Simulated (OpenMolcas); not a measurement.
## Exact exchange and the vertical ionisation energy of C2H5BO

The species is C2H5BO (9 atoms), meant as a singlet with charge 0. SMILES: `B1CCO1`. The shape is that of a PBE0-D4/def2-TZVP optimisation.

The vertical ionisation energy (to the doublet cation) y, in eV, basis def2-SVP; a is the functional's share of exact exchange. Programs: OpenMolcas 26.06.

```
functional     program     a  y (eV)
    revPBE  OpenMolcas     0   10.42
      TPSS  OpenMolcas     0   10.49
     B3LYP  OpenMolcas   0.2       ?
      PBE0  OpenMolcas  0.25   10.76
     BHLYP  OpenMolcas   0.5   10.90
```

Fit y = c + s·a to the known rows and predict B3LYP.


1. Means of the 4 rows: a = 0.1875, y = 10.643.
2. Σ(Δa)² = 0.17188, Σ(Δa·Δy) = 0.15813, so the slope is 0.15813/0.17188 = 0.92.
3. Intercept: 10.643 − (0.92) × 0.1875 = 10.471. The largest residual of the fit is 0.059.
4. B3LYP: 10.471 + (0.92) × 0.2 = 10.65 eV.

The run gave 10.75 eV, so the prediction is off by -0.10 eV, more than the largest residual. The rows mix families of semi-local functionals, which the line can't see.

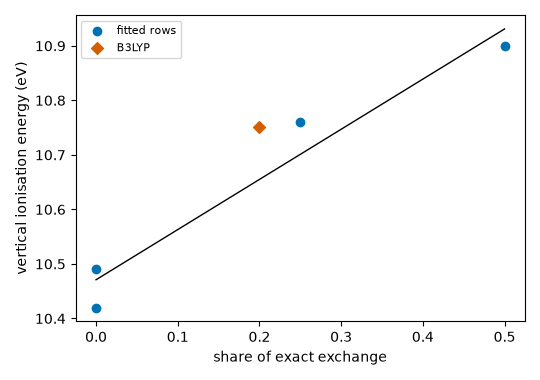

The fitted line, with the withheld row.
